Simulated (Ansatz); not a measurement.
```yaml
atoms:
  - { symbol: O, position_ang: [-0.2084, 0.5269, 1.9114] }
  - { symbol: Mo, position_ang: [-0.1529, 0.3106, 0.2770] }
  - { symbol: O, position_ang: [1.2974, -0.7710, -0.2925] }
  - { symbol: O, position_ang: [-1.1313, -1.2481, 0.1052] }
  - { symbol: F, position_ang: [1.0557, 1.6613, -0.1908] }
  - { symbol: Cl, position_ang: [-1.7479, 1.5791, -0.7374] }
  - { symbol: H, position_ang: [2.1007, -0.2721, -0.4780] }
  - { symbol: H, position_ang: [-1.1212, -1.8439, -0.6509] }
```

Geometry: PBE0-D4/def2-TZVP; core potentials replace the inner electrons of Mo.

Method: Ansatz 0.2.0, RKS PBE0-D4/def2-TZVPP.

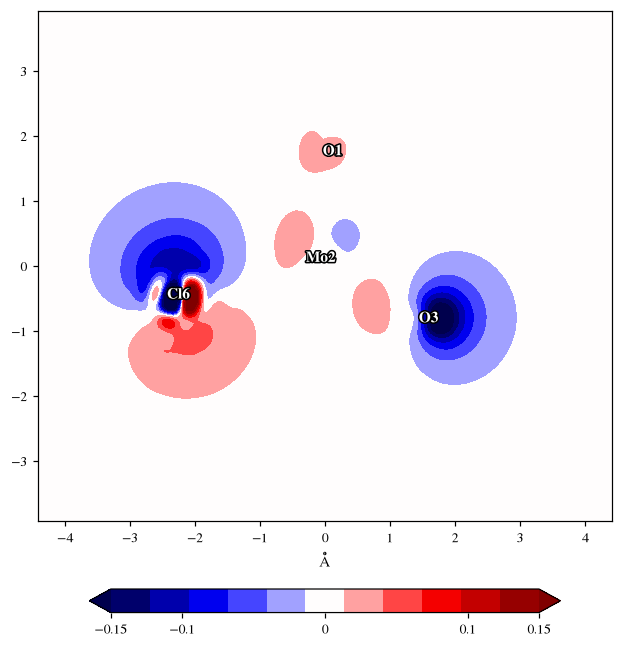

ClFH₂MoO₃ (SMILES [O]=[Mo]([OH])([OH])([F])[Cl]). The HOMO on the plane of atoms O1, Mo2 and Cl6 (values in Å⁻³ᐟ²; the overall sign is arbitrary).

Describe this orbital and give its energy.

Answer. It lies mainly on Cl6 (about 75 %) and O4 (about 15 %); largely a lone pair of Cl6. Its energy is −9.40 eV.
